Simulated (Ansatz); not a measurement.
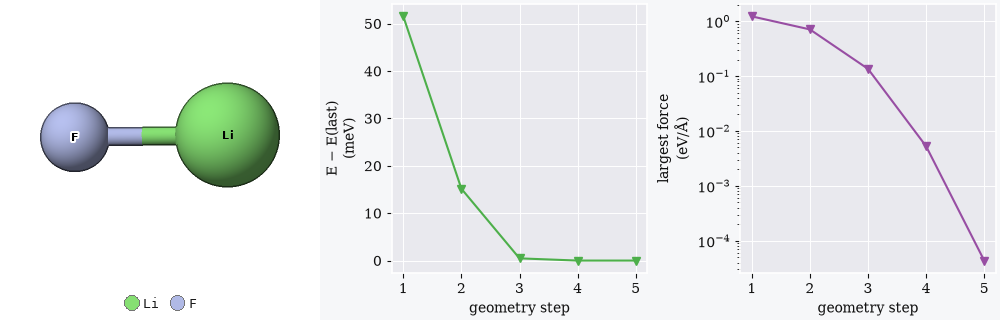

Beside the plot: the molecule at the start.

History of a geometry optimisation. The run: LiF, by PBE0/def2-SVP, Gaussian basis (Ansatz).

The optimisation met its thresholds at geometry 5, counting the start as the first. The energy fell by about 52 meV from the first step to the last. The largest force goes from about 1.2 eV/Å at the start to 4 × 10⁻⁵ eV/Å at the end.
